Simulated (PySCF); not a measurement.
# One shape, several levels: AlH2F (SMILES [H][Al]([H])[F])

Wanted: a comparison of 6 runs (MP2/STO-3G, BCCD(T)/STO-3G, CCSDT/STO-3G, CISD/STO-3G, CCSD(T)/STO-3G, FCI/STO-3G) of AlH2F. 

The results are computed with PySCF 2.14.0.

9 further runs of the same task are left out: 9 set aside as unsound or not needed.

### Step 1. The molecule

AlH2F: 4 atoms, total charge 0, spin state singlet. SMILES: `[H][Al]([H])[F]`. The Al1–H2 distance was set to 2.751 Å, away from the relaxed value. At this shape a bond of the SMILES string is far longer than usual.

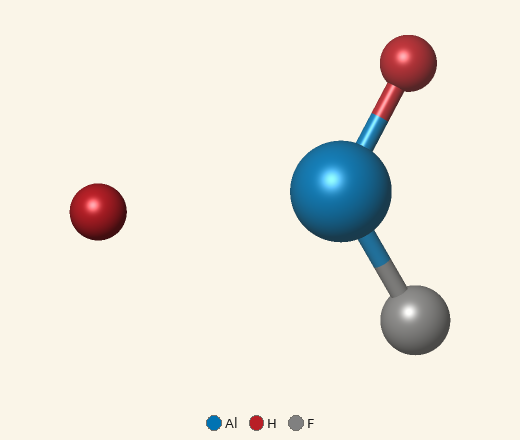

Viewed from a chosen angle; aluminium blue, hydrogen red, fluorine grey.

### Step 2. The energy at MP2/STO-3G (run 1)

The input, calc.py:

```python
from pyscf import gto, scf, mp

system = gto.Mole()
system.atom = '''
Al    -1.202283     0.073121    -0.009572
H      1.546910    -0.017870     0.014080
H     -1.960873     1.399261    -0.029932
F     -2.049403    -1.333189    -0.006112
'''
system.verbose = 3
system.max_memory = 1860
system.basis = 'sto-3g'
system.build()

mf = scf.RHF(system)
mf.conv_tol = 1e-10
mf.kernel()
if not mf.converged:
    mf = mf.newton().run(mf.mo_coeff, mf.mo_occ)

pt = mp.MP2(mf, frozen=6).run()
energy = pt.e_tot
print('E = %.10f Eh' % energy)
```

On the command line:

```
OMP_NUM_THREADS=1 python calc.py
```

Standard output:

```text
converged SCF energy = -337.993036284999
E(RMP2) = -338.081568573425  E_corr = -0.0885322884262959
E(SCS-RMP2) = -338.092822823812  E_corr = -0.099786538813367
E = -338.0815685734 Eh
```

Wall time 0.6 s (1 thread of Arm Neoverse V2, shared host); peak memory 0.11 GiB.

### Step 3. The energy at BCCD(T)/STO-3G (run 2)

The input, calc.py:

```python
from pyscf import gto, cc
from pyscf.cc.bccd import bccd_kernel_

system = gto.M(
    atom='''
Al  -1.202283   0.073121  -0.009572
H    1.546910  -0.017870   0.014080
H   -1.960873   1.399261  -0.029932
F   -2.049403  -1.333189  -0.006112
''',
    spin=0,
    charge=0,
    verbose=3,
    max_memory=1860,
    basis='sto-3g',
)

mf = system.RHF()
mf.conv_tol = 1e-10
mf.kernel()
if not mf.converged:
    mf = mf.newton().run(mf.mo_coeff, mf.mo_occ)

mycc = cc.CCSD(mf, frozen=6).run()
mycc = bccd_kernel_(mycc, diis=True)
e_t = mycc.ccsd_t()
energy = mycc.e_tot + e_t
print('Final energy', energy)
```

On the command line:

```
OMP_NUM_THREADS=1 python calc.py
```

Standard output:

```text
converged SCF energy = -337.993036284999
E(CCSD) = -338.130488279055  E_corr = -0.1374519940561413
BCCD loop starts.

[... 26 lines left out ...]
CCSD converged
[... 27 lines left out ...]
CCSD converged
[... 24 lines left out ...]
CCSD converged
[... 20 lines left out ...]
CCSD converged
[... 3 lines left out ...]
Final energy -338.13789817198216
```

Wall time 0.99 s (1 thread of Arm Neoverse V2, shared host); peak memory 0.12 GiB.

Runs 3 to 5 aren't shown in full; the table further down has their settings and results.

### Step 4. The energy at FCI/STO-3G (run 6)

The input, mol.xyz:

```xyz
4
AlFH2
Al    -1.202283     0.073121    -0.009572
H      1.546910    -0.017870     0.014080
H     -1.960873     1.399261    -0.029932
F     -2.049403    -1.333189    -0.006112
```

The input, input.py:

```python
from pyscf import gto, scf, mcscf

system = gto.M(
    atom='mol.xyz',
    max_memory=1860,
    spin=0,
    charge=0,
    verbose=3,
    basis='sto-3g',
)

mf = scf.RHF(system)
mf.conv_tol = 1e-10
mf.kernel()
if not mf.converged:
    mf = mf.newton().run(mf.mo_coeff, mf.mo_occ)

cas = mcscf.CASCI(mf, mf.mo_coeff.shape[-1] - 6, (system.nelec[0] - 6, system.nelec[1] - 6))  # full CI above the frozen core
cas.fix_spin_(ss=0.0)
cas.kernel()
e_final = cas.e_tot
print('E(%s) = %.9f' % ('FCI', e_final))
```

On the command line:

```
OMP_NUM_THREADS=1 python input.py
```

Standard output:

```text
converged SCF energy = -337.993036284999
CASCI E = -338.138630462373  E(CI) = -37.0835077726126  S^2 = 0.0000000
E(FCI) = -338.138630462
```

It took 1.1 s on 1 thread of Arm Neoverse V2, shared host; peak memory 0.13 GiB.

### Step 5. The series

```
run           level  energy (Eh)  dipole moment (D) of the reference  HOMO energy (eV)  LUMO energy (eV)  wall time
  1      MP2/STO-3G  -338.081569                                2.20             -4.33              5.02      0.6 s
  2  BCCD(T)/STO-3G  -338.137898                                   –                 –                 –     0.99 s
  3    CCSDT/STO-3G  -338.138337                                2.20             -4.33              5.02     0.76 s
  4     CISD/STO-3G  -338.122262                                2.20             -4.33              5.02     0.62 s
  5  CCSD(T)/STO-3G  -338.137743                                2.20             -4.33              5.02      0.6 s
  6      FCI/STO-3G  -338.138630                                2.20             -4.33              5.02      1.1 s
```

### Step 6. Results

```
                                          quantity          value
                               run 6: total energy  -338.13863 Eh
       run 6: dipole moment (Hartree–Fock density)         2.20 D
        run 6: HOMO energy (Hartree–Fock orbitals)       -4.33 eV
        run 6: LUMO energy (Hartree–Fock orbitals)        5.02 eV
      run 6: HOMO–LUMO gap (Hartree–Fock orbitals)        9.35 eV
run 6: correlation energy (6 core orbitals frozen)     -145.6 mEh
```

Against full CI in this basis: MP2 +57.1 mEh; BCCD(T) +0.7 mEh; CCSDT +0.3 mEh; CISD +16.4 mEh; CCSD(T) +0.9 mEh. In run 5 the T1 diagnostic is large, so a single reference may not serve. In runs 1, 2, 3, 4, 5, 6 the basis is minimal, so the values are rough. All runs together took 4.7 s, the longest 1.1 s.
